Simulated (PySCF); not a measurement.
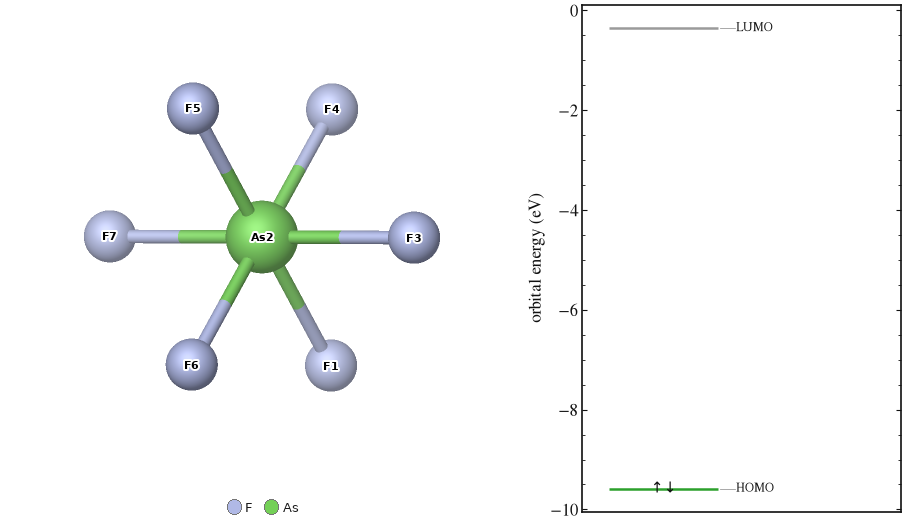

AsF₆⁻ (hexafluoroarsenate anion), SMILES F[As-](F)(F)(F)(F)F. Kohn-Sham orbital energies near the frontier, B3LYP/def2-SVPD (IEF-PCM chloroform), PySCF, at a PBE0-D3(BJ)/def2-SVP geometry (no frequency check); empty levels in grey, levels within 0.03 eV side by side.

Where do the frontier orbitals lie?

Answer. HOMO at −9.58 eV, LUMO at −0.35 eV, 9.23 eV apart.

List the levels with the atoms that carry most of them (a dash for levels above zero or within 0.03 eV of another, where shares mean little).

Answer.
| orbital | energy (eV) | Löwdin shares |
| --- | --- | --- |
| LUMO | −0.35 | As2 31 %, F6 12 %, F1 12 % |
| HOMO | −9.58 | F4 25 %, F6 25 %, F1 24 % |

Known limits of this run: empty levels above zero depend strongly on the basis.
